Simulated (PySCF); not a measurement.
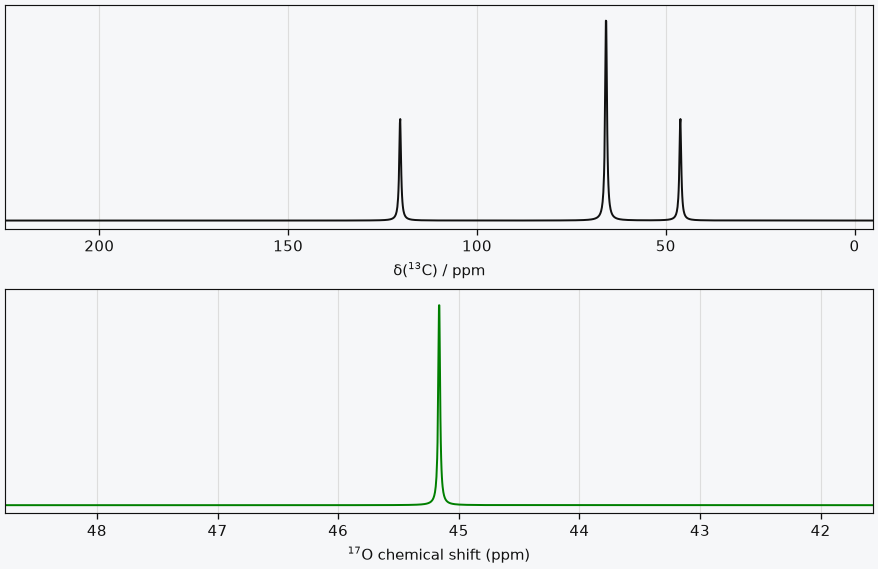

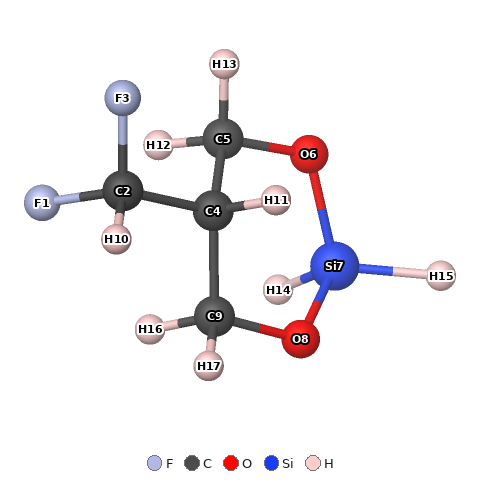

Spectrum and numbered structure of C₄H₈F₂O₂Si, SMILES FC(F)C1CO[SiH2]OC1. GIAO shifts, PBE0/pcSseg-1 (IEF-PCM dimethylsulfoxide) with PySCF, at a PBE0-D3(BJ)/def2-SVP geometry (no frequency check), against TMS for ¹³C and H₂O for ¹⁷O computed at the same level (¹⁷O: a single water molecule, while the usual scale starts at liquid water and gives values some tens of ppm lower). fully decoupled, line heights follow the number of nuclei, widths are arbitrary (no quadrupolar broadening); values of one conformer, averaged over nuclei that symmetry, rotation about single bonds or ring flips exchange, these motions taken as fast; other conformers aren't averaged in.

> Assign the ¹³C signals to the numbered atoms.

```csv
δ (ppm),nuclei,atoms
120.3,1,C2
65.8,2,"C5, C9"
46.1,1,C4
```

> Where does the ¹⁷O line lie?

At 45.2 ppm (O6 and O8).
